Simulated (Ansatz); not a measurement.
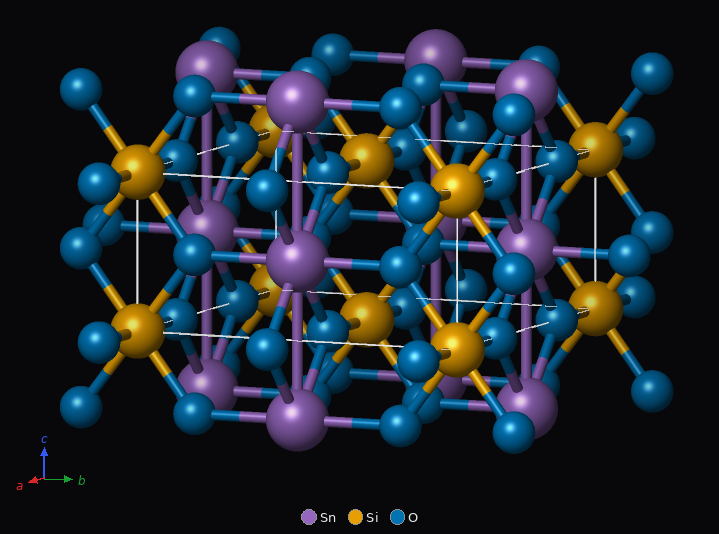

Ball-and-stick drawing of the structure, looking slightly off an axis. The frame is the conventional unit cell; atoms at its boundary are shown with their periodic copies. Periodic images bonded to atoms of the box are shown as well.

SiSnO₄, space group Cmmm (No. 65), a = 6.250 Å, b = 6.422 Å, c = 2.945 Å, α = 90.00°, β = 90.00°, γ = 90.00°. The structure comes from a structure type filled with these elements by a generator (whether the compound takes this form wasn't checked). Earlier steps of the study may have refined or changed the cell and positions. A calculation with Ansatz used it as input.

This one geometry was computed with Ansatz (DFT, plane waves, PAW) at five levels of theory: HSE06, PBE, r2SCAN, PBE0 and PBE with spin-orbit coupling. It was relaxed beforehand with r2SCAN.

Q: Which level gives the highest pressure at this volume, and what does that say about its equilibrium volume?

A: Highest: PBE (8.6 GPa) and PBE with spin-orbit coupling (8.5 GPa), which points to the largest equilibrium volume. Lowest, with the smallest volume: HSE06 (-1.7 GPa) and PBE0 (-1.8 GPa). Levels within 0.5 GPa of each other can't be told apart.

Q: How does the band gap change with the level of theory?

A: PBE: a gap of 2.28 eV, direct; PBE with spin-orbit coupling: a gap of 2.29 eV, direct; r2SCAN: a gap of 3.02 eV, direct; HSE06: a gap of 4.15 eV, direct; PBE0: a gap of 4.89 eV, direct.

Q: Collect the results in a table.

A:
| level | cutoff (eV) | k-mesh of the run's cell | gap (eV) | pressure (GPa) |
| --- | --- | --- | --- | --- |
| HSE06 | 420 | 4×4×6 | 4.15 | -1.7 |
| PBE | 420 | 6×6×8 | 2.28 | 8.6 |
| r2SCAN | 500 | 6×6×8 | 3.02 | 0.0 |
| PBE0 | 420 | 4×4×6 | 4.89 | -1.8 |
| PBE with spin-orbit coupling | 420 | 6×6×8 | 2.29 | 8.5 |

Gaps are taken on the k-mesh or band path of each run.
